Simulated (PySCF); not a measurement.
# C6H18N2Si: the cost of one run

The runs use PySCF 2.14.0, with density-fitted response routines of our own; the level of theory stands in each step. All values are computed, except where a source is named. Atoms are numbered from 0 throughout.

## Step 1: The starting structure

27 atoms, charge 0, multiplicity 1; geometry from: GFN2-xTB. The atoms were then displaced at random by about 0.01 Å, so the start is not that level's minimum.

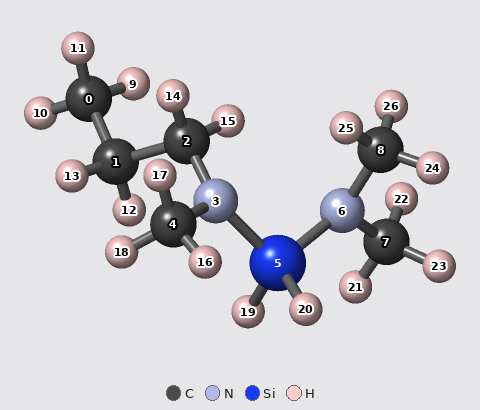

The starting geometry (carbon dark grey, nitrogen light blue, silicon blue, hydrogen pink), atoms numbered.

## Step 2: Optimising the geometry at PBE0-D3(BJ)/def2-SVP

Job settings and geometry (Å):

```
{"job": {"xc": "PBE0", "basis": "def2-SVP", "d3": "d3bj", "grid": 1, "shake": 0.01, "kind": "geom"}, "charge": 0, "multiplicity": 1}
C      3.115640     1.048600     0.770210
C      2.277430    -0.050440     0.127530
C      1.015180     0.495620    -0.583890
N      0.175310    -0.518670    -1.078940
C      0.663680    -1.264310    -2.206380
Si    -1.047720    -1.226280    -0.054100
N     -1.851160     0.071910     0.715830
C     -2.600430    -0.136140     1.914860
C     -2.365360     1.197330    -0.024270
H      2.496130     1.599400     1.516810
H      3.970770     0.671820     1.265850
H      3.422050     1.791070     0.018950
H      1.934270    -0.743670     0.886740
H      2.889590    -0.580920    -0.580480
H      1.340770     1.126460    -1.412960
H      0.473540     1.122520     0.140850
H     -0.117590    -1.865970    -2.621850
H      1.009930    -0.556910    -2.957560
H      1.497690    -1.921060    -1.915780
H     -0.579540    -2.047310     1.071120
H     -1.869640    -2.065100    -0.963060
H     -2.172140    -0.979300     2.477440
H     -2.595750     0.774340     2.514190
H     -3.668680    -0.387090     1.699570
H     -3.402840     1.043270    -0.309170
H     -1.795160     1.318170    -0.955950
H     -2.286740     2.093860     0.563400
```

The run is started by

```bash
$ OMP_NUM_THREADS=1 python probes_run.py task.json out
```

The driver reads the jobs from task.json and runs them one after another.

**Question.** How long does this first job take on 1 thread of Intel Xeon Platinum 8259CL at 2.50GHz, shared host, and how much memory does it need?

About 6.6 min, with a peak of 1 GiB.
